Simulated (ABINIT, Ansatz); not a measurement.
# Lattice dynamics of AlIn (Fm-3m) in two programs, part 2 of 3

Aim: the phonon dispersion of AlIn (Fm-3m), checked by a second program.

ABINIT 10.8.3; DFT LDA, scalar-relativistic, plane waves, HGH norm-conserving pseudopotentials.

So far. Step 2 (Relaxation): The volume changes by -2.3 % from the cell with which this run began. Step 4 (Linear response at Γ): The acoustic modes at Γ come out as far as 0.4 cm⁻¹ from zero, where they should vanish, a small numerical error. The relaxed cell has a = 5.599 Å (conventional setting).

The structure was built from a prototype and need not be the compound's stable phase.

## 5. Phonons on a q mesh

Linear response treats each wavevector of the 4×4×4 mesh in the unit cell; the first-order potentials are kept for the electron-phonon matrix elements.

dfpt_q.abi

```
ndtset 7

# wavevectors
qpt1 0.25 0.0 0.0
qpt2 0.5 0.0 0.0
qpt3 0.25 0.25 0.0
qpt4 0.5 0.25 0.0
qpt5 -0.25 0.25 0.0
qpt6 0.5 0.5 0.0
qpt7 -0.25 0.5 0.25

# displacements
getwfk_filepath "gso_WFK"
getwfq_filepath "gso_WFK"
kptopt 3
nqpt 1
rfphon 1
rfatpol 1 2
rfdir 1 1 1
tolvrs 1.0d-10
prtwf 0
prtpot 1

# basis, mesh and filling
ecut 20.0
ixc 7
ngkpt 12 12 12
nshiftk 1
shiftk 0.0 0.0 0.0
istwfk *1
occopt 7
tsmear 0.01
nband 8
nstep 100
diemac 1000000.0
prtebands 0
prtgsr 0
useylm 1

# cell and atoms
acell 7.48191673 7.48191673 7.48191673
rprim 
    0.0 0.7071067812 0.7071067812
    0.7071067812 0.0 0.7071067812
    0.7071067812 0.7071067812 0.0
ntypat 2
znucl 13 49
natom 2
typat 1 2
xred 
    0.5 0.5 0.5
    0.0 0.0 0.0
pp_dirpath "./pseudo"
pseudos "Al.hgh, In.hgh"
```

On the command line:

```bash
> OMP_NUM_THREADS=1 mpirun -n 4 abinit dfpt_q.abi > dfpt_q.log
```

Numbers of over 12 decimals in the logs are rounded to 6 here.

dfpt_q.abo, the main output file:

```text
[banners, grids, parts of the stress and lines that vanish by symmetry left out]
- input  file    -> dfpt_q.abi
- output file    -> dfpt_q.abo
- root for input  files -> dfpt_qi
[...]
DATASET    1 : space group Fm -3 m (#225); Bravais cF (face-center cubic)
[...]
nfft =       32768          nkpt =        1728
[...]
DATASET    2 : space group Fm -3 m (#225); Bravais cF (face-center cubic)
[...]
nfft =       32768          nkpt =        1728
[...]
DATASET    3 : space group Fm -3 m (#225); Bravais cF (face-center cubic)
[...]
nfft =       32768          nkpt =        1728
[...]
DATASET    4 : space group Fm -3 m (#225); Bravais cF (face-center cubic)
[...]
nfft =       32768          nkpt =        1728
[...]
DATASET    5 : space group Fm -3 m (#225); Bravais cF (face-center cubic)
[...]
nfft =       32768          nkpt =        1728
[...]
DATASET    6 : space group Fm -3 m (#225); Bravais cF (face-center cubic)
[...]
nfft =       32768          nkpt =        1728
[...]
DATASET    7 : space group Fm -3 m (#225); Bravais cF (face-center cubic)
[...]
nfft =       32768          nkpt =        1728
[...]
== DATASET  1 ==================================================================
[...]
cutoff_energies: {ecut:  20.0, pawecutdg:  -1.0, }
[...]
Exchange-correlation functional for the present dataset will be:
  LDA: Perdew-Wang 92 LSD fit to Ceperley-Alder data - ixc=7
[...]
Perturbation : displacement of atom   1   along direction   1
[...]
-ETOT  1   3273.5131594677      3.230E+03 4.652E+00 7.099E+07
 ETOT  2   208.84667907383     -3.065E+03 4.399E+00 4.378E+06
 ETOT  3   3.014354     -2.058E+02 2.353E-01 2.588E+04
 ETOT  4   1.845507     -1.169E+00 5.368E-03 3.562E+02
 ETOT  5   1.828409     -1.710E-02 5.355E-04 9.748E-02
[...]
At SCF step   10       vres2   =  1.52E-11 < tolvrs=  1.00E-10 =>converged.
[...]
Perturbation : displacement of atom   1   along direction   2
[...]
-ETOT  1   5.384959     -2.513E+01 8.332E-01 7.890E+03
[...]
At SCF step    9       vres2   =  2.06E-11 < tolvrs=  1.00E-10 =>converged.
[...]
Perturbation : displacement of atom   2   along direction   1
[...]
-ETOT  1   3291.4049452122      3.245E+03 3.405E+00 7.121E+07
[...]
At SCF step   10       vres2   =  6.38E-11 < tolvrs=  1.00E-10 =>converged.
[...]
Perturbation : displacement of atom   2   along direction   2
[...]
-ETOT  1   4.119905     -2.888E+01 2.870E-01 5.563E+03
[...]
At SCF step    9       vres2   =  9.12E-12 < tolvrs=  1.00E-10 =>converged.
[...]
Phonon wavevector (reduced coordinates) :  0.25000  0.00000  0.00000
 Phonon energies in Hartree :
[...]
Phonon frequencies in cm-1    :
-  5.675890E+01  5.675890E+01  6.304815E+01  1.893468E+02  1.893468E+02
-  1.936678E+02
[...]
== DATASET  2 ==================================================================
[...]
cutoff_energies: {ecut:  20.0, pawecutdg:  -1.0, }
[...]
Exchange-correlation functional for the present dataset will be:
  LDA: Perdew-Wang 92 LSD fit to Ceperley-Alder data - ixc=7
[...]
Perturbation : displacement of atom   1   along direction   1
[...]
-ETOT  1   215.56415426611      1.723E+02 6.969E+00 1.292E+06
[...]
Perturbation : displacement of atom   1   along direction   2
[...]
-ETOT  1   5.765212     -2.523E+01 9.142E-01 9.571E+03
[...]
Perturbation : displacement of atom   2   along direction   1
[...]
-ETOT  1   233.71084254096      1.879E+02 7.551E+00 1.376E+06
[...]
Perturbation : displacement of atom   2   along direction   2
[...]
-ETOT  1   4.210828     -2.927E+01 2.993E-01 6.289E+03
[...]
Phonon wavevector (reduced coordinates) :  0.50000  0.00000  0.00000
 Phonon energies in Hartree :
[...]
Phonon frequencies in cm-1    :
-  8.607371E+01  8.607371E+01  9.367116E+01  1.546751E+02  1.584166E+02
-  1.584166E+02
[...]
== DATASET  3 ==================================================================
[...]
cutoff_energies: {ecut:  20.0, pawecutdg:  -1.0, }
[...]
Exchange-correlation functional for the present dataset will be:
  LDA: Perdew-Wang 92 LSD fit to Ceperley-Alder data - ixc=7
[...]
Perturbation : displacement of atom   1   along direction   1
[...]
-ETOT  1   1231.7304149713      1.192E+03 4.868E+00 2.026E+07
[...]
Perturbation : displacement of atom   2   along direction   1
[...]
-ETOT  1   1227.4234898576      1.185E+03 2.841E+00 2.015E+07
[...]
Phonon wavevector (reduced coordinates) :  0.25000  0.25000  0.00000
 Phonon energies in Hartree :
[...]
Phonon frequencies in cm-1    :
- -2.836588E+01 -2.836588E+01  7.645329E+01  1.663223E+02  2.119033E+02
-  2.119033E+02
[...]
== DATASET  4 ==================================================================
[...]
cutoff_energies: {ecut:  20.0, pawecutdg:  -1.0, }
[...]
Exchange-correlation functional for the present dataset will be:
  LDA: Perdew-Wang 92 LSD fit to Ceperley-Alder data - ixc=7
[...]
Perturbation : displacement of atom   1   along direction   1
[...]
-ETOT  1   158.18709268855      1.168E+02 4.693E+00 9.766E+05
[...]
Perturbation : displacement of atom   1   along direction   2
[...]
-ETOT  1   45.500400782072      1.042E+01 2.127E+00 2.487E+05
[...]
Perturbation : displacement of atom   1   along direction   3
[...]
-ETOT  1   9.417695     -2.280E+01 9.040E-01 1.986E+04
[...]
Perturbation : displacement of atom   2   along direction   1
[...]
-ETOT  1   162.80983592438      1.189E+02 3.663E+00 9.914E+05
[...]
Phonon wavevector (reduced coordinates) :  0.50000  0.25000  0.00000
 Phonon energies in Hartree :
[...]
Phonon frequencies in cm-1    :
- -4.372782E+01  3.240322E+01  4.678846E+01  1.960611E+02  1.981904E+02
-  2.027464E+02
[...]
== DATASET  5 ==================================================================
[...]
cutoff_energies: {ecut:  20.0, pawecutdg:  -1.0, }
[...]
Exchange-correlation functional for the present dataset will be:
  LDA: Perdew-Wang 92 LSD fit to Ceperley-Alder data - ixc=7
[...]
Perturbation : displacement of atom   2   along direction   1
[...]
-ETOT  1   133.37469508311      9.431E+01 1.607E+00 1.058E+06
[...]
Perturbation : displacement of atom   2   along direction   3
[...]
-ETOT  1   4.339704     -2.918E+01 2.481E+00 6.970E+03
[...]
Phonon wavevector (reduced coordinates) : -0.25000  0.25000  0.00000
 Phonon energies in Hartree :
[...]
Phonon frequencies in cm-1    :
- -4.988945E+01  7.987543E+01  8.301505E+01  1.576519E+02  1.596302E+02
-  2.215969E+02
[...]
== DATASET  6 ==================================================================
[...]
cutoff_energies: {ecut:  20.0, pawecutdg:  -1.0, }
[...]
Exchange-correlation functional for the present dataset will be:
  LDA: Perdew-Wang 92 LSD fit to Ceperley-Alder data - ixc=7
[...]
Perturbation : displacement of atom   1   along direction   1
[...]
-ETOT  1   59.545984330550      2.056E+01 5.059E-01 2.673E+05
[...]
Perturbation : displacement of atom   2   along direction   1
[...]
-ETOT  1   55.235762031837      1.376E+01 2.804E-01 2.477E+05
[...]
Phonon wavevector (reduced coordinates) :  0.50000  0.50000  0.00000
 Phonon energies in Hartree :
[...]
Phonon frequencies in cm-1    :
- -5.746793E+01 -4.018837E+01 -4.018837E+01  2.171104E+02  2.171104E+02
-  2.333361E+02
[...]
== DATASET  7 ==================================================================
[...]
cutoff_energies: {ecut:  20.0, pawecutdg:  -1.0, }
[...]
Exchange-correlation functional for the present dataset will be:
  LDA: Perdew-Wang 92 LSD fit to Ceperley-Alder data - ixc=7
[...]
Perturbation : displacement of atom   1   along direction   1
[...]
-ETOT  1   39.160667764569      2.685E+00 5.436E+00 1.480E+05
[...]
Perturbation : displacement of atom   1   along direction   2
[...]
-ETOT  1   45.267035283802      6.780E+00 1.990E+00 1.739E+05
[...]
Perturbation : displacement of atom   2   along direction   1
[...]
-ETOT  1   38.299702352132     -6.622E-01 1.667E+00 1.434E+05
[...]
At SCF step    9       vres2   =  1.92E-11 < tolvrs=  1.00E-10 =>converged.
[...]
Perturbation : displacement of atom   2   along direction   2
[...]
-ETOT  1   41.181880187203      2.092E-01 1.018E+00 1.574E+05
[...]
ETOT  8   2.451991     -2.090E-11 3.429E-06 2.002E-10
 ETOT  9   2.451991      2.274E-13 8.597E-07 2.081E-12
 At SCF step    9       vres2   =  2.08E-12 < tolvrs=  1.00E-10 =>converged.
[...]
Phonon wavevector (reduced coordinates) : -0.25000  0.50000  0.25000
 Phonon energies in Hartree :
[...]
Phonon frequencies in cm-1    :
- -5.927894E+01 -5.927894E+01  8.304941E+01  1.555795E+02  2.259969E+02
-  2.259969E+02
[...]
fcart7     0.0000000000E+00  0.0000000000E+00  0.0000000000E+00
       
================================================================================
```

It took 22 min on 4 MPI ranks of Arm Neoverse V2, shared host; 89 min of CPU time.

This step gave:

| Quantity | Value |
| --- | --- |
| lowest mode on the q mesh (acoustic ones at the zone centre apart) | -59.28 cm⁻¹ |

Frequencies (cm⁻¹) before the sum rule at the irreducible wavevectors but Γ, which is solved apart; negative means imaginary. Frequencies by wavevector:

| q (fractions) | star | mode 1 | mode 2 | mode 3 | mode 4 | mode 5 | mode 6 |
| --- | --- | --- | --- | --- | --- | --- | --- |
| 0.25 0 0 | 8 | 56.76 | 56.76 | 63.05 | 189.3 | 189.3 | 193.7 |
| 0.5 0 0 | 4 | 86.07 | 86.07 | 93.67 | 154.7 | 158.4 | 158.4 |
| 0.25 0.25 0 | 6 | -28.37 | -28.37 | 76.45 | 166.3 | 211.9 | 211.9 |
| 0.5 0.25 0 | 24 | -43.73 | 32.4 | 46.79 | 196.1 | 198.2 | 202.8 |
| -0.25 0.25 0 | 12 | -49.89 | 79.88 | 83.02 | 157.7 | 159.6 | 221.6 |
| 0.5 0.5 0 | 3 | -57.47 | -40.19 | -40.19 | 217.1 | 217.1 | 233.3 |
| -0.25 0.5 0.25 | 6 | -59.28 | -59.28 | 83.05 | 155.6 | 226 | 226 |

## 6. Interpolated phonon bands

anaddb transforms the dynamical matrices to force constants and back along the path; points of the mesh come back as solved, but for the sum rule and, in polar crystals, the LO-TO term at Γ; the rest is interpolation.

anaddb.abi

```
ddb_filepath "all_DDB"
output_file "anaddb.abo"
outdata_prefix "anaddb"
ifcflag 1
ngqpt 4 4 4
nqshft 1
q1shft 0.0 0.0 0.0
asr 1
chneut 0
dipdip 0
dipquad 0
quadquad 0
enunit 0
eivec 0
nph1l 62
qph1l 
    0.0 0.0 0.0 1.0
    0.05 0.0 0.05 1.0
    0.1 0.0 0.1 1.0
    0.15 0.0 0.15 1.0
    0.2 0.0 0.2 1.0
    0.25 0.0 0.25 1.0
    0.3 0.0 0.3 1.0
    0.35 0.0 0.35 1.0
    0.4 0.0 0.4 1.0
    0.45 0.0 0.45 1.0
    0.5 0.0 0.5 1.0
    0.5125 0.025 0.5125 1.0
    0.525 0.05 0.525 1.0
    0.5375 0.075 0.5375 1.0
    0.55 0.1 0.55 1.0
    0.5625 0.125 0.5625 1.0
    0.575 0.15 0.575 1.0
    0.5875 0.175 0.5875 1.0
    0.6 0.2 0.6 1.0
    0.6125 0.225 0.6125 1.0
    0.625 0.25 0.625 1.0
    0.375 0.375 0.75 1.0
    0.3375 0.3375 0.675 1.0
    0.3 0.3 0.6 1.0
    0.2625 0.2625 0.525 1.0
    0.225 0.225 0.45 1.0
    0.1875 0.1875 0.375 1.0
    0.15 0.15 0.3 1.0
    0.1125 0.1125 0.225 1.0
    0.075 0.075 0.15 1.0
    0.0375 0.0375 0.075 1.0
    0.0 0.0 0.0 1.0
    0.05 0.05 0.05 1.0
    0.1 0.1 0.1 1.0
    0.15 0.15 0.15 1.0
    0.2 0.2 0.2 1.0
    0.25 0.25 0.25 1.0
    0.3 0.3 0.3 1.0
    0.35 0.35 0.35 1.0
    0.4 0.4 0.4 1.0
    0.45 0.45 0.45 1.0
    0.5 0.5 0.5 1.0
    0.5 0.475 0.525 1.0
    0.5 0.45 0.55 1.0
    0.5 0.425 0.575 1.0
    0.5 0.4 0.6 1.0
    0.5 0.375 0.625 1.0
    0.5 0.35 0.65 1.0
    0.5 0.325 0.675 1.0
    0.5 0.3 0.7 1.0
    0.5 0.275 0.725 1.0
    0.5 0.25 0.75 1.0
    0.5 0.225 0.725 1.0
    0.5 0.2 0.7 1.0
    0.5 0.175 0.675 1.0
    0.5 0.15 0.65 1.0
    0.5 0.125 0.625 1.0
    0.5 0.1 0.6 1.0
    0.5 0.075 0.575 1.0
    0.5 0.05 0.55 1.0
    0.5 0.025 0.525 1.0
    0.5 0.0 0.5 1.0
```

mrgddb.in

```
all_DDB
merged
8
dfpt_gammao_DDB
dfpt_qo_DS1_DDB
dfpt_qo_DS2_DDB
dfpt_qo_DS3_DDB
dfpt_qo_DS4_DDB
dfpt_qo_DS5_DDB
dfpt_qo_DS6_DDB
dfpt_qo_DS7_DDB
```

On the command line:

```bash
> mrgddb < mrgddb.in > mrgddb.log
> OMP_NUM_THREADS=1 anaddb anaddb.abi > anaddb.log
```

anaddb.abo, the main output file:

```text
[banners, grids, parts of the stress and lines that vanish by symmetry left out]
-outvars_anaddb: echo values of input variables ----------------------

 Flags :
[...]
Phonon wavevector (reduced coordinates) :  0.00000  0.00000  0.00000
 Phonon energies in Hartree :
[...]
Phonon frequencies in cm-1    :
-  0.000000E+00  0.000000E+00  0.000000E+00  2.091570E+02  2.091570E+02
-  2.091570E+02
[...]
Phonon wavevector (reduced coordinates) :  0.05000  0.00000  0.05000
 Phonon energies in Hartree :
[...]
Phonon frequencies in cm-1    :
- -9.412935E+00 -9.412935E+00  2.957543E+01  2.054541E+02  2.096023E+02
-  2.096023E+02
[...]
Phonon wavevector (reduced coordinates) :  0.10000  0.00000  0.10000
 Phonon energies in Hartree :
[...]
Phonon frequencies in cm-1    :
- -1.785553E+01 -1.785553E+01  5.672740E+01  1.946295E+02  2.105462E+02
-  2.105462E+02
[...]
Phonon wavevector (reduced coordinates) :  0.15000  0.00000  0.15000
 Phonon energies in Hartree :
[...]
Phonon frequencies in cm-1    :
- -2.426206E+01 -2.426206E+01  7.871835E+01  1.785118E+02  2.112790E+02
-  2.112790E+02
[...]
Phonon wavevector (reduced coordinates) :  0.20000  0.00000  0.20000
 Phonon energies in Hartree :
[...]
Phonon frequencies in cm-1    :
- -2.775266E+01 -2.775266E+01  8.916970E+01  1.644581E+02  2.115801E+02
-  2.115801E+02
  Phonon wavevector (reduced coordinates) :  0.25000  0.00000  0.25000
 Phonon energies in Hartree :
[...]
Phonon frequencies in cm-1    :
- -2.836856E+01 -2.836856E+01  7.645286E+01  1.663203E+02  2.119019E+02
-  2.119019E+02
  Phonon wavevector (reduced coordinates) :  0.30000  0.00000  0.30000
 Phonon energies in Hartree :
[...]
Phonon frequencies in cm-1    :
- -2.788867E+01 -2.788867E+01  4.266052E+01  1.818113E+02  2.127812E+02
-  2.127812E+02
  Phonon wavevector (reduced coordinates) :  0.35000  0.00000  0.35000
 Phonon energies in Hartree :
[...]
Phonon frequencies in cm-1    :
- -3.455923E+01 -2.932477E+01 -2.932477E+01  2.007246E+02  2.142183E+02
-  2.142183E+02
  Phonon wavevector (reduced coordinates) :  0.40000  0.00000  0.40000
 Phonon energies in Hartree :
[...]
Phonon frequencies in cm-1    :
- -5.196415E+01 -3.363015E+01 -3.363015E+01  2.157109E+02  2.157109E+02
-  2.176564E+02
  Phonon wavevector (reduced coordinates) :  0.45000  0.00000  0.45000
 Phonon energies in Hartree :
[...]
Phonon frequencies in cm-1    :
- -5.665654E+01 -3.825527E+01 -3.825527E+01  2.167500E+02  2.167500E+02
-  2.292324E+02
  Phonon wavevector (reduced coordinates) :  0.50000  0.00000  0.50000
 Phonon energies in Hartree :
[...]
Phonon frequencies in cm-1    :
- -5.746953E+01 -4.019042E+01 -4.019042E+01  2.171091E+02  2.171091E+02
-  2.333348E+02
  Phonon wavevector (reduced coordinates) :  0.51250  0.02500  0.51250
 Phonon energies in Hartree :
[...]
Phonon frequencies in cm-1    :
- -5.759122E+01 -4.000842E+01 -3.970584E+01  2.169154E+02  2.169721E+02
-  2.332263E+02
  Phonon wavevector (reduced coordinates) :  0.52500  0.05000  0.52500
 Phonon energies in Hartree :
[...]
Phonon frequencies in cm-1    :
- -5.794425E+01 -3.945277E+01 -3.824217E+01  2.163338E+02  2.165561E+02
-  2.329062E+02
  Phonon wavevector (reduced coordinates) :  0.53750  0.07500  0.53750
 Phonon energies in Hartree :
[...]
Phonon frequencies in cm-1    :
- -5.849403E+01 -3.849315E+01 -3.576192E+01  2.153630E+02  2.158463E+02
-  2.323904E+02
[...]
Phonon wavevector (reduced coordinates) :  0.50000  0.47500  0.52500
 Phonon energies in Hartree :
[...]
Phonon frequencies in cm-1    :
-  8.125119E+01  8.394643E+01  9.156203E+01  1.566661E+02  1.604513E+02
-  1.615821E+02
  Phonon wavevector (reduced coordinates) :  0.50000  0.45000  0.55000
 Phonon energies in Hartree :
[...]
Phonon frequencies in cm-1    :
-  6.883110E+01  7.461894E+01  8.976412E+01  1.580602E+02  1.687877E+02
-  1.693801E+02
  Phonon wavevector (reduced coordinates) :  0.50000  0.42500  0.57500
 Phonon energies in Hartree :
[...]
Phonon frequencies in cm-1    :
-  5.128660E+01  5.936551E+01  8.913545E+01  1.589722E+02  1.791805E+02
-  1.796901E+02
  Phonon wavevector (reduced coordinates) :  0.50000  0.40000  0.60000
 Phonon energies in Hartree :
[...]
Phonon frequencies in cm-1    :
-  2.680124E+01  3.918327E+01  8.855373E+01  1.595609E+02  1.894062E+02
-  1.907379E+02
  Phonon wavevector (reduced coordinates) :  0.50000  0.37500  0.62500
 Phonon energies in Hartree :
[...]
Phonon frequencies in cm-1    :
- -2.873843E+01 -1.262745E+01  8.773166E+01  1.596141E+02  1.992223E+02
-  2.009123E+02
  Phonon wavevector (reduced coordinates) :  0.50000  0.35000  0.65000
 Phonon energies in Hartree :
[...]
Phonon frequencies in cm-1    :
- -4.432680E+01 -3.849216E+01  8.663789E+01  1.590575E+02  2.080862E+02
-  2.096755E+02
[...]
Phonon wavevector (reduced coordinates) :  0.50000  0.02500  0.52500
 Phonon energies in Hartree :
[...]
Phonon frequencies in cm-1    :
- -5.771154E+01 -4.027352E+01 -3.875768E+01  2.160960E+02  2.174580E+02
-  2.331192E+02
  Phonon wavevector (reduced coordinates) :  0.50000  0.00000  0.50000
 Phonon energies in Hartree :
[...]
Phonon frequencies in cm-1    :
- -5.746953E+01 -4.019042E+01 -4.019042E+01  2.171091E+02  2.171091E+02
-  2.333348E+02
-
```

The job ended after 0.52 s (1 thread).

Numbers from this step:

```
lowest frequency on the path : -62.77 cm⁻¹
```

Anaddb. Phonon branches along the path, in cm⁻¹:

| point | branch 1 | branch 2 | branch 3 | branch 4 | branch 5 | branch 6 |
| --- | --- | --- | --- | --- | --- | --- |
| Γ | 0 | 0 | 0 | 209 | 209 | 209 |
| X | -58 | -40 | -40 | 217 | 217 | 233 |
| U | -63 | 12 | 33 | 198 | 200 | 226 |
| jump to K | -63 | 12 | 33 | 198 | 200 | 226 |
| Γ | 0 | 0 | 0 | 209 | 209 | 209 |
| L | 86 | 86 | 94 | 155 | 158 | 158 |
| W | -59 | -59 | 83 | 156 | 226 | 226 |
| X | -58 | -40 | -40 | 217 | 217 | 233 |

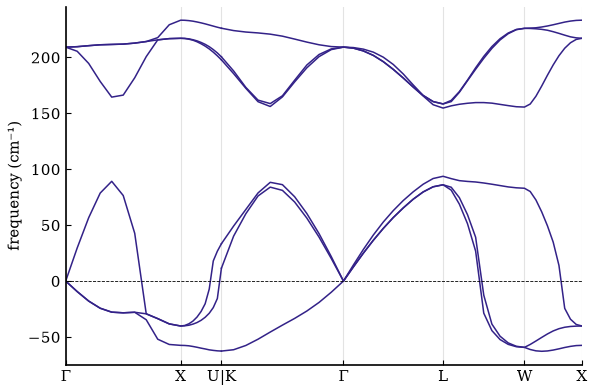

Phonon branches along the path.

The path dips to 63i cm⁻¹.

[end of part 2 of 3]

[Host names and launcher messages were left out of these logs when they were recorded.]

[Logs are printed without paths, hosts, clocks, repeated set-up lines and the standing remarks that a program may print on its own settings, such as how far it seeks lower states.]

[Hosts, paths, dates, database ids (printed as entryN), source tags and the programs' standing remarks are cut or masked in the printed files.]
